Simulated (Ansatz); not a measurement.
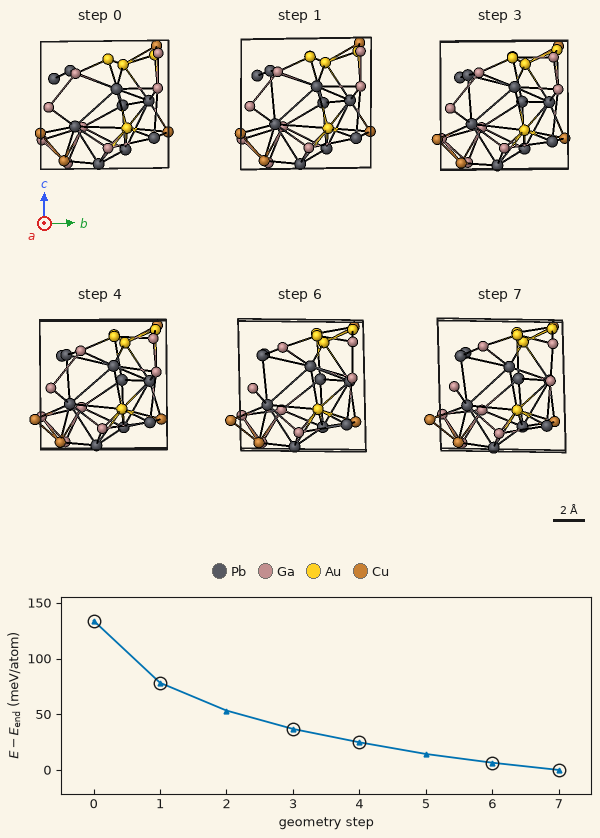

Frames of a relaxation of an amorphous cell of composition Ga₈Cu₃Pb₉Au₄ (coarse preliminary run), marked on the history of the run. Style: ball-and-stick. Shown: the cell of the calculation, along the a axis.

Case: the quenched liquid.

Level of theory: DFT PBE, scalar-relativistic, plane waves, PAW in Ansatz 0.2.0.

Input file:
```yaml
crystal:
  lattice:
    - [7.856003, 0.115636, 0.177995]
    - [0.115636, 8.443614, 0.052054]
    - [0.177995, 0.052054, 8.432589]
  atoms:
    - { symbol: Pb, position: [0.315959055, 0.8456415437, 0.5283203056] }
    - { symbol: Pb, position: [0.2151982873, 0.6634319689, 0.1478210793] }
    - { symbol: Pb, position: [0.818014607, 0.8871011266, 0.2360678662] }
    - { symbol: Pb, position: [0.19285218, 0.1044010476, 0.7089739436] }
    - { symbol: Pb, position: [0.5351657704, 0.4536648085, 0.0364176371] }
    - { symbol: Pb, position: [0.651284046, 0.5934731527, 0.6231484799] }
    - { symbol: Pb, position: [0.6562847831, 0.2680511143, 0.3328242362] }
    - { symbol: Pb, position: [0.5436729268, 0.2314024246, 0.7704055141] }
    - { symbol: Pb, position: [0.0220234294, 0.6407434827, 0.4935691977] }
    - { symbol: Ga, position: [0.9385337204, 0.0627577105, 0.4855472326] }
    - { symbol: Ga, position: [0.0051001666, 0.2103528745, 0.0465138487] }
    - { symbol: Ga, position: [0.1584822476, 0.3272806721, 0.3261460545] }
    - { symbol: Ga, position: [0.1951200895, 0.0098355465, 0.2301513531] }
    - { symbol: Ga, position: [0.6990593892, 0.9155111245, 0.6258649559] }
    - { symbol: Ga, position: [0.8822112073, 0.2734986439, 0.7472605196] }
    - { symbol: Ga, position: [0.8648397835, 0.9192083155, 0.9007313498] }
    - { symbol: Ga, position: [0.8447779633, 0.5267643769, 0.1597678527] }
    - { symbol: Au, position: [0.0023295878, 0.5270576151, 0.857841941] }
    - { symbol: Au, position: [0.5572148955, 0.6756023704, 0.3153218606] }
    - { symbol: Au, position: [0.5290887693, 0.892831282, 0.8873000065] }
    - { symbol: Au, position: [0.3234651544, 0.6445967687, 0.8127665122] }
    - { symbol: Cu, position: [0.4938763431, 0.9973780114, 0.282319777] }
    - { symbol: Cu, position: [0.1826110861, 0.9067531379, 0.9598954624] }
    - { symbol: Cu, position: [0.3492638768, 0.1829615161, 0.0650241097] }
  symmetry: { detect: false }
basis:
  ecutwfc: 420
kpoints:
  mp_grid: { grid: [2, 2, 2], shift: [0.5, 0.5, 0.5] }
hamiltonian:
  xc: pbe
scf:
  occupations: { method: gaussian, width: 0.1 }
  lower_state_search: "off"
output:
  forces: true
  stress: true
  eigenvalues: true
relax:
  adjacent_minimum: "off"
  f_tol: 0.04
  max_steps: 70
  cell: { stress_tol: 0.3 }
```

Run as
```bash
ansatz run input.yaml --threads 2 --pin off --max-ram 5120MiB --backend cpu --events-out ev --progress --plain --runs-dir out
```

Describe the path.

Answer. The run was cut off at its time limit before the relaxation converged, so the last structure is only a point on the way. Pb4 moves most relative to the cell: 0.97 Å roughly along [0 3 1]. Largest moves by element: Pb 0.97 Å, Au 0.94 Å, Ga 0.84 Å, Cu 0.83 Å. The volume changes by +3.9 %, with a 7.859 → 8.197 Å (+4.3 %), b 8.445 → 8.250 Å (−2.3 %), c 8.435 → 8.601 Å (+2.0 %), α 89.3° → 92.3°, β 87.5° → 89.5°, γ 88.4° → 87.8°. Some distances before and after: Pb3–Au18 4.594 → 3.364 Å, Ga15–Ga17 4.102 → 2.952 Å, Ga14–Au20 2.536 → 3.661 Å, Au18–Cu23 3.669 → 2.767 Å. New bonds form: Au20–Cu22 (3.45 → 2.57 Å), Ga16–Au18 (3.47 → 2.64 Å). Bonds break: Ga14–Au20 (2.54 → 3.66 Å). Among the angles between lasting bonds that change: Pb4–Pb8–Pb5 112.6° → 74.9°, Pb1–Cu22–Pb7 120.8° → 85.0°, Pb3–Ga17–Au18 102.1° → 68.0°. The energy falls by 134 meV per atom in 7 geometry steps. Largest force component: 1.4 eV/Å at the start, 0.11 eV/Å at the end. Pressure: 4.87 GPa at the start and 0.13 GPa at the end. From step 0 to 1: Pb4 moves most (0.20 Å), volume +6.6 %, energy −55.8 meV per atom. From step 1 to 3: Cu22 moves most (0.39 Å), volume −1.6 %, energy −41.4 meV per atom. From step 3 to 4: Ga and Au atoms move most (0.20 Å), volume −0.2 %, energy −12.0 meV per atom. From step 4 to 6: Ga and Au atoms move most (0.35 Å), volume −0.6 %, energy −18.3 meV per atom. From step 6 to 7: Ga14 moves most (0.20 Å), volume −0.2 %, energy −6.5 meV per atom.

Limits of the set-up: the k-point mesh is coarse for a cell with partly filled bands; the periodic images lie only 7.9 Å apart, so the values are limited by the cell's size.
